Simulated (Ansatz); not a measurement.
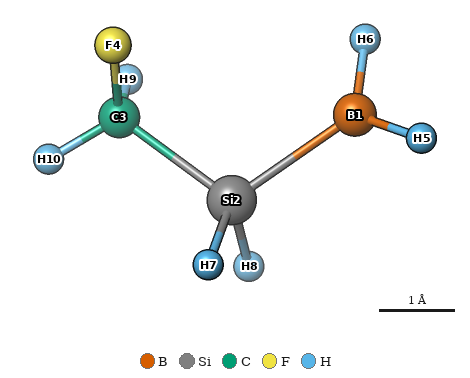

Figure 1. The structure as given in the input (ball-and-stick view, seen at a tilt; atoms are numbered from 1 in the order of the input). Bond lengths as drawn: B–H 1.20 Å, B–Si 2.02 Å, C–F 1.38 Å, C–H 1.09 to 1.10 Å, C–Si 1.90 Å and H–Si 1.48 to 1.49 Å.

**Nudged elastic band of CH$_{6}$BFSi**

The run: nudged elastic band of CH$_{6}$BFSi, SMILES B[SiH2]CF. Method and program: RKS BHLYP/def2-SVP (Ansatz 0.2.0).

It belongs to a series of runs on one base structure; here: band between the two ends. Figures and captions count atoms from 1; the log counts them from 0 in places.

### What the program printed
```
Engine: ansatz 0.2.0, x86_64-unknown-linux-gnu
Functional definition: BHLYP
  parameter a = 0.5
  exchange = (1 - a)*b88_x + a*exact_x
  correlation = lyp_c
970 factors; integrals over basis functions are off by at most 3.1e-4 eV
mean field evaluation 1: about -12394.7058 eV, gradient 2.3e1 eV
mean field evaluation 2: about -12395.3826 eV, gradient 1.7e1 eV
mean field evaluation 4: about -12395.9320 eV, gradient 9.7e-1 eV
mean field evaluation 8: about -12395.9707 eV, gradient 1.2e-2 eV
mean field -12395.97073380 eV, -455.5435221763 hartree, gradient 2.4e-5 eV, S^2 0.000000; 0 other end points of the search recorded, 0 dependent functions left out
the calculation of the forces begins
reference -12395.97090264 eV, -455.5435283811 hartree; 20, 20 occupied and 70, 70 virtual orbitals, 970 factors
970 factors; integrals over basis functions are off by at most 3.2e-4 eV
mean field evaluation 16: about -12394.7051 eV, gradient 2.3e1 eV
mean field -12395.97074272 eV, -455.5435225043 hartree, gradient 2.4e-5 eV, S^2 0.000000; 0 other end points of the search recorded, 0 dependent functions left out
[... from here on the field's lines of each further geometry are left out, up to the last ...]
NEB iter   1: max|band force component| = 5.680e-1 eV/Å  barrier→ = 0.1283 eV  barrier← = 0.1283 eV  CI = image 3  Δτ_max = 0.0104 Å  (176 SCF iters)
NEB iter   2: max|band force component| = 4.450e-1 eV/Å  barrier→ = 0.1147 eV  barrier← = 0.1147 eV  CI = image 3  Δτ_max = 0.0342 Å  (124 SCF iters)
NEB iter   3: max|band force component| = 4.203e-1 eV/Å  barrier→ = 0.0881 eV  barrier← = 0.0881 eV  CI = image 3  Δτ_max = 0.0453 Å  (157 SCF iters)
NEB iter   4: max|band force component| = 5.304e-1 eV/Å  barrier→ = 0.0673 eV  barrier← = 0.0673 eV  CI = image 3  Δτ_max = 0.0091 Å  (156 SCF iters)
NEB iter   5: max|band force component| = 2.169e-1 eV/Å  barrier→ = 0.0630 eV  barrier← = 0.0630 eV  CI = image 3  Δτ_max = 0.0036 Å  (125 SCF iters)
NEB iter   6: max|band force component| = 2.202e-1 eV/Å  barrier→ = 0.0608 eV  barrier← = 0.0608 eV  CI = image 3  Δτ_max = 0.0033 Å  (122 SCF iters)
NEB iter   7: max|band force component| = 1.998e-1 eV/Å  barrier→ = 0.0593 eV  barrier← = 0.0593 eV  CI = image 3  Δτ_max = 0.0177 Å  (119 SCF iters)
NEB iter   8: max|band force component| = 1.829e-1 eV/Å  barrier→ = 0.0533 eV  barrier← = 0.0533 eV  CI = image 3  Δτ_max = 0.0268 Å  (128 SCF iters)
NEB iter   9: max|band force component| = 1.547e-1 eV/Å  barrier→ = 0.0471 eV  barrier← = 0.0471 eV  CI = image 3  Δτ_max = 0.0481 Å  (128 SCF iters)
NEB iter  10: max|band force component| = 5.862e-1 eV/Å  barrier→ = 0.0443 eV  barrier← = 0.0443 eV  CI = image 3  Δτ_max = 0.0101 Å  (142 SCF iters)
NEB iter  11: max|band force component| = 9.785e-2 eV/Å  barrier→ = 0.0388 eV  barrier← = 0.0388 eV  CI = image 3  Δτ_max = 0.0016 Å  (129 SCF iters)
NEB iter  12: max|band force component| = 9.122e-2 eV/Å  barrier→ = 0.0384 eV  barrier← = 0.0384 eV  CI = image 3  Δτ_max = 0.0127 Å  (114 SCF iters)
NEB iter  13: max|band force component| = 7.740e-2 eV/Å  barrier→ = 0.0365 eV  barrier← = 0.0365 eV  CI = image 3  Δτ_max = 0.0141 Å  (124 SCF iters)
NEB iter  14: max|band force component| = 1.520e-1 eV/Å  barrier→ = 0.0350 eV  barrier← = 0.0350 eV  CI = image 3  Δτ_max = 0.0026 Å  (125 SCF iters)
NEB iter  15: max|band force component| = 4.927e-2 eV/Å  barrier→ = 0.0349 eV  barrier← = 0.0349 eV  CI = image 3  Δτ_max = 0.0011 Å  (115 SCF iters)
NEB iter  16: max|band force component| = 6.280e-2 eV/Å  barrier→ = 0.0347 eV  barrier← = 0.0347 eV  CI = image 3  Δτ_max = 0.0010 Å  (105 SCF iters)
NEB iter  17: max|band force component| = 4.258e-2 eV/Å  barrier→ = 0.0346 eV  barrier← = 0.0346 eV  CI = image 3  Δτ_max = 0.0021 Å  (102 SCF iters)
NEB iter  18: max|band force component| = 7.759e-2 eV/Å  barrier→ = 0.0343 eV  barrier← = 0.0343 eV  CI = image 3  Δτ_max = 0.0014 Å  (109 SCF iters)
NEB iter  19: max|band force component| = 3.501e-2 eV/Å  barrier→ = 0.0342 eV  barrier← = 0.0342 eV  CI = image 3  Δτ_max = 0.0009 Å  (110 SCF iters)
NEB iter  20: max|band force component| = 5.283e-2 eV/Å  barrier→ = 0.0341 eV  barrier← = 0.0341 eV  CI = image 3  Δτ_max = 0.0009 Å  (102 SCF iters)
NEB iter  21: max|band force component| = 3.233e-2 eV/Å  barrier→ = 0.0340 eV  barrier← = 0.0341 eV  CI = image 3  Δτ_max = 0.0016 Å  (101 SCF iters)
NEB iter  22: max|band force component| = 6.931e-2 eV/Å  barrier→ = 0.0339 eV  barrier← = 0.0339 eV  CI = image 3  Δτ_max = 0.0012 Å  (104 SCF iters)
NEB iter  23: max|band force component| = 2.909e-2 eV/Å  barrier→ = 0.0338 eV  barrier← = 0.0338 eV  CI = image 3  Δτ_max = 0.0937 Å  (104 SCF iters)
NEB iter  24: max|band force component| = 4.069e-1 eV/Å  barrier→ = 0.0328 eV  barrier← = 0.0329 eV  CI = image 3  Δτ_max = 0.1217 Å  (30 SCF iters)
NEB iter  25: max|band force component| = 2.501e-1 eV/Å  barrier→ = 0.0337 eV  barrier← = 0.0337 eV  CI = image 3  Δτ_max = 0.1254 Å  (151 SCF iters)
NEB iter  26: max|band force component| = 8.364e-1 eV/Å  barrier→ = 0.0851 eV  barrier← = 0.0851 eV  CI = image 4  Δτ_max = 0.0630 Å  (154 SCF iters)
NEB iter  27: max|band force component| = 4.680e-1 eV/Å  barrier→ = 0.0398 eV  barrier← = 0.0398 eV  CI = image 4  Δτ_max = 0.0899 Å  (149 SCF iters)
NEB iter  28: max|band force component| = 7.954e-1 eV/Å  barrier→ = 0.0336 eV  barrier← = 0.0336 eV  CI = image 3  Δτ_max = 0.1029 Å  (131 SCF iters)
NEB iter  29: max|band force component| = 6.558e-2 eV/Å  barrier→ = 0.0335 eV  barrier← = 0.0335 eV  CI = image 3  Δτ_max = 0.0151 Å  (147 SCF iters)
NEB iter  30: max|band force component| = 3.299e-2 eV/Å  barrier→ = 0.0335 eV  barrier← = 0.0335 eV  CI = image 3  Δτ_max = 0.0107 Å  (121 SCF iters)
the calculation of the forces begins
reference -12395.96377228 eV, -455.5432663453 hartree; 20, 20 occupied and 70, 70 virtual orbitals, 970 factors
970 factors; integrals over basis functions are off by at most 3.8e-4 eV
mean field -12395.93715145 eV, -455.5422880477 hartree, gradient 2.0e-5 eV, S^2 0.000000; 1 other end points of the search recorded, 0 dependent functions left out
the calculation of the forces begins
reference -12395.93732054 eV, -455.5422942619 hartree; 20, 20 occupied and 70, 70 virtual orbitals, 970 factors
NEB iter  31: max|band force component| = 1.159e-2 eV/Å  barrier→ = 0.0336 eV  barrier← = 0.0336 eV  CI = image 3  Δτ_max = 0.0000 Å  (247 SCF iters)
```

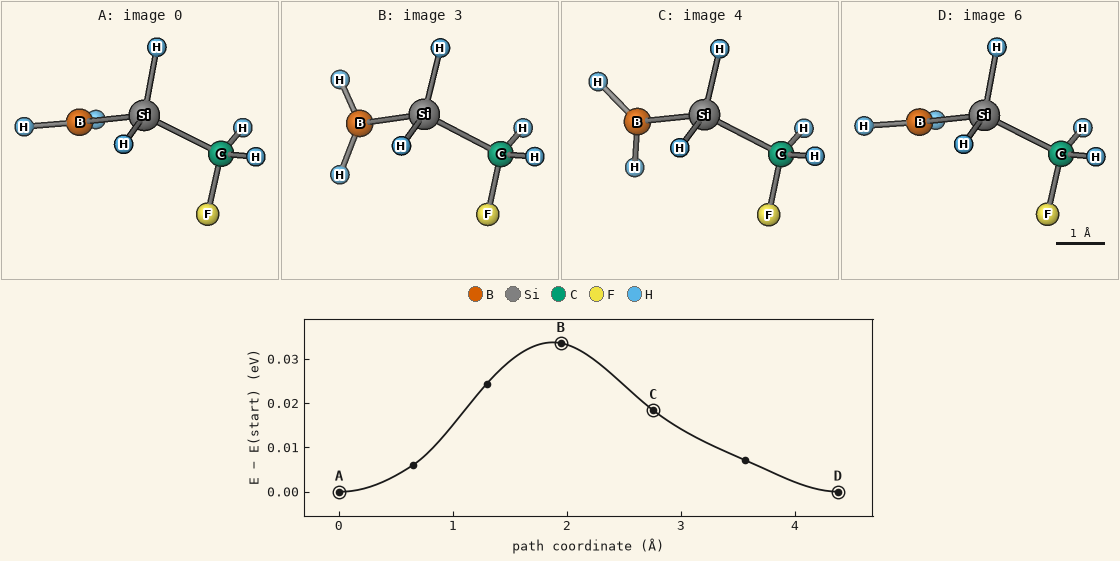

Figure 2. Images of the last band (counted from 0; ball-and-stick, seen at a tilt) above the energy along the path; the line is a cubic interpolation that uses the forces. The highest image is number 3, 0.034 eV above the start and 0.034 eV above the end (the climbing image); start and end have the same energy. The path is 4.37 Å long. The band converged in 31 iterations.

```
Total energy: -12395.93732054 eV, -455.5422942619 hartree
Atom 0 at    -0.891520     1.403683    -0.733500 Å, force    -0.003367    -0.000099     0.010613 eV/Å
Atom 1 at    -0.075113    -0.441550    -0.659962 Å, force    -0.003641     0.000209     0.000943 eV/Å
Atom 2 at     0.654968    -0.717093     1.081241 Å, force    -0.001105     0.001656    -0.000702 eV/Å
Atom 3 at     1.472550     0.340867     1.411887 Å, force     0.001871     0.000968     0.000719 eV/Å
Atom 4 at    -0.180875     2.364367    -0.655313 Å, force     0.000333    -0.000498    -0.000885 eV/Å
Atom 5 at    -2.070009     1.590944    -0.843199 Å, force     0.001626     0.001941    -0.007160 eV/Å
Atom 6 at     1.020875    -0.552466    -1.656672 Å, force     0.001915    -0.002523    -0.001434 eV/Å
Atom 7 at    -1.034627    -1.549596    -0.905140 Å, force     0.001416    -0.001008     0.000392 eV/Å
Atom 8 at    -0.136181    -0.797035     1.835358 Å, force     0.000412    -0.000656    -0.000397 eV/Å
Atom 9 at     1.239942    -1.642121     1.125291 Å, force     0.000540     0.000009    -0.002090 eV/Å
Dipole moment:    -0.228709    -0.195036    -0.051339 e Å
this run last wrote the band of iteration 31 to [file]; this run last wrote the band within `neb.f_tol` of iteration 23 to [file]
```

### The last band as extended XYZ (Å, eV, eV/Å)
```
10
Properties=species:S:1:pos:R:3:forces:R:3 image=0 energy=-12395.97073
B    -0.7016    1.5184   -0.7081   -0.0057   0.0028   0.0053
Si    0.1301   -0.3185   -0.6989   -0.0010   0.0004  -0.0055
C     0.4049   -0.8970    1.0910    0.0020  -0.0009   0.0101
F     1.1081    0.0884    1.7585   -0.0009  -0.0034  -0.0039
H    -0.4856    2.3176   -1.5740   -0.0007  -0.0011   0.0016
H    -1.4784    1.8275    0.1513    0.0060  -0.0008  -0.0069
H     1.4189   -0.3872   -1.4302   -0.0003   0.0004   0.0008
H    -0.8196   -1.2652   -1.3500    0.0009   0.0006   0.0003
H    -0.5486   -1.0524    1.6079    0.0030  -0.0021  -0.0023
H     0.9719   -1.8317    1.1525   -0.0033   0.0040   0.0005
10
Properties=species:S:1:pos:R:3:forces:R:3 image=1 energy=-12395.96476
B    -0.7298    1.4669   -0.7033    0.0023   0.0001  -0.0010
Si    0.0633   -0.3890   -0.7306    0.0011   0.0031   0.0001
C     0.4717   -0.8138    1.0813   -0.0013  -0.0005   0.0019
F     1.1332    0.2678    1.6348   -0.0032   0.0000   0.0013
H    -0.2573    2.3955   -1.2926   -0.0063  -0.0004  -0.0106
H    -1.7182    1.6659   -0.0546    0.0057   0.0004   0.0113
H     1.2941   -0.5160   -1.5482    0.0019  -0.0017   0.0012
H    -0.9258   -1.3845   -1.2263    0.0009   0.0015  -0.0026
H    -0.4400   -0.9943    1.6609   -0.0017  -0.0021  -0.0024
H     1.1088   -1.6985    1.1787    0.0005  -0.0003   0.0008
10
Properties=species:S:1:pos:R:3:forces:R:3 image=2 energy=-12395.94636
B    -0.8048    1.4326   -0.7116    0.0057   0.0003  -0.0024
Si   -0.0082   -0.4233   -0.7141    0.0013   0.0012  -0.0014
C     0.5583   -0.7573    1.0778   -0.0015   0.0020   0.0007
F     1.2846    0.3267    1.5282   -0.0075   0.0012   0.0025
H    -0.1391    2.3941   -0.9669   -0.0027   0.0012  -0.0160
H    -1.9519    1.6149   -0.4152    0.0027  -0.0016   0.0221
H     1.1614   -0.5482   -1.6183    0.0037  -0.0033   0.0006
H    -0.9852   -1.4850   -1.0723    0.0007   0.0015  -0.0036
H    -0.2993   -0.9016    1.7440   -0.0040  -0.0034  -0.0036
H     1.1842   -1.6529    1.1484    0.0015   0.0009   0.0011
10
Properties=species:S:1:pos:R:3:forces:R:3 image=3 energy=-12395.93715
B    -0.8915    1.4037   -0.7335   -0.0034  -0.0001   0.0106
Si   -0.0751   -0.4415   -0.6600   -0.0036   0.0002   0.0009
C     0.6550   -0.7171    1.0812   -0.0011   0.0017  -0.0007
F     1.4726    0.3409    1.4119    0.0019   0.0010   0.0007
H    -0.1809    2.3644   -0.6553    0.0003  -0.0005  -0.0009
H    -2.0700    1.5909   -0.8432    0.0016   0.0019  -0.0072
H     1.0209   -0.5525   -1.6567    0.0019  -0.0025  -0.0014
H    -1.0346   -1.5496   -0.9051    0.0014  -0.0010   0.0004
H    -0.1362   -0.7970    1.8354    0.0004  -0.0007  -0.0004
H     1.2399   -1.6421    1.1253    0.0005   0.0000  -0.0021
10
Properties=species:S:1:pos:R:3:forces:R:3 image=4 energy=-12395.95230
B    -0.9681    1.3753   -0.7462    0.0027  -0.0005   0.0031
Si   -0.1487   -0.4584   -0.5808   -0.0021   0.0008  -0.0015
C     0.7670   -0.6829    1.0726   -0.0035  -0.0118  -0.0005
F     1.6448    0.3630    1.2525    0.0055   0.0052  -0.0019
H    -0.4230    2.3261   -0.2634   -0.0051  -0.0021   0.0119
H    -1.9807    1.5657   -1.3574    0.0021   0.0020  -0.0156
H     0.8379   -0.5914   -1.6874   -0.0027  -0.0012  -0.0009
H    -1.1254   -1.5724   -0.7034   -0.0012   0.0012   0.0039
H     0.0674   -0.7019    1.9162    0.0038   0.0020   0.0017
H     1.3289   -1.6230    1.0973    0.0005   0.0043  -0.0003
10
Properties=species:S:1:pos:R:3:forces:R:3 image=5 energy=-12395.96361
B    -1.0287    1.3393   -0.7313   -0.0009   0.0003  -0.0005
Si   -0.1757   -0.4774   -0.5439    0.0002   0.0007  -0.0001
C     0.8734   -0.6321    1.0332    0.0016  -0.0014  -0.0001
F     1.7745    0.4126    1.0654    0.0016  -0.0006  -0.0018
H    -0.8768    2.2089    0.0778   -0.0059  -0.0005   0.0065
H    -1.7232    1.5795   -1.6786    0.0053   0.0009  -0.0054
H     0.6958   -0.7342   -1.7202   -0.0009  -0.0016  -0.0005
H    -1.2189   -1.5393   -0.5081   -0.0014   0.0001   0.0022
H     0.2505   -0.5822    1.9336    0.0006   0.0012   0.0001
H     1.4292   -1.5750    1.0722   -0.0003   0.0008  -0.0002
10
Properties=species:S:1:pos:R:3:forces:R:3 image=6 energy=-12395.97074
B    -0.7055    1.5164   -0.7103   -0.0034  -0.0023  -0.0016
Si    0.1266   -0.3204   -0.6975    0.0006  -0.0001   0.0018
C     0.4098   -0.8943    1.0929   -0.0006   0.0013   0.0000
F     1.1177    0.0927    1.7530   -0.0003  -0.0015   0.0004
H    -1.4694    1.8351    0.1565    0.0009   0.0003   0.0010
H    -0.5026    2.3061   -1.5879    0.0016   0.0016  -0.0007
H     1.4127   -0.3896   -1.4334    0.0000   0.0002   0.0000
H    -0.8247   -1.2692   -1.3432   -0.0003   0.0001   0.0005
H    -0.5408   -1.0476    1.6155    0.0011   0.0005  -0.0011
H     0.9763   -1.8292    1.1543    0.0003  -0.0001  -0.0003
```

The run was set up as follows.

### Input file
```yaml
crystal:
  periodic: [false, false, false]
  atoms:
    - { symbol: B, position_ang: [-0.701643, 1.518414, -0.708065] }
    - { symbol: Si, position_ang: [0.130119, -0.318463, -0.698916] }
    - { symbol: C, position_ang: [0.404875, -0.896985, 1.090985] }
    - { symbol: F, position_ang: [1.108129, 0.088415, 1.758511] }
    - { symbol: H, position_ang: [-0.48563, 2.317621, -1.573997] }
    - { symbol: H, position_ang: [-1.478427, 1.827535, 0.151267] }
    - { symbol: H, position_ang: [1.418929, -0.387237, -1.430164] }
    - { symbol: H, position_ang: [-0.819609, -1.265205, -1.350045] }
    - { symbol: H, position_ang: [-0.548603, -1.052387, 1.607904] }
    - { symbol: H, position_ang: [0.971871, -1.831707, 1.152511] }
basis:
  gaussian: { orbitals: def2-SVP }
hamiltonian:
  xc: { name: BHLYP }
neb:
  order_check: false
  images: 5
  f_tol: 0.03
  max_iterations: 60
  initial_path: idpp
  optimiser: lbfgs
  climbing: immediate
  final_atoms:
    - { symbol: B, position_ang: [-0.70236437, 1.51862468, -0.70863147] }
    - { symbol: Si, position_ang: [0.12814596, -0.31884841, -0.697873] }
    - { symbol: C, position_ang: [0.406222, -0.89715043, 1.09188697] }
    - { symbol: F, position_ang: [1.11309599, 0.08770628, 1.75615458] }
    - { symbol: H, position_ang: [-1.46833345, 1.83592374, 0.1568415] }
    - { symbol: H, position_ang: [-0.49652609, 2.3101461, -1.58390303] }
    - { symbol: H, position_ang: [1.41614609, -0.38748209, -1.43055377] }
    - { symbol: H, position_ang: [-0.82222393, -1.26538241, -1.34825055] }
    - { symbol: H, position_ang: [-0.54590967, -1.05089752, 1.6116705] }
    - { symbol: H, position_ang: [0.97175847, -1.83263894, 1.15264928] }
```

Run as:
```bash
ansatz run input.yaml --threads 1 --pin off --max-ram 2048MiB --backend cpu --events-out ev --progress --plain --runs-dir out
```

### Key numbers

- outcome: converged
- barrier, forward: 0.034 eV
- barrier, backward: 0.034 eV
- hardware: 1 thread of Intel Xeon (Sapphire Rapids), 10 GiB of memory available, shared host
- wall time: 6.1 min
- peak memory: 0.27 GiB

### Remarks

The order of the saddle point was not checked.
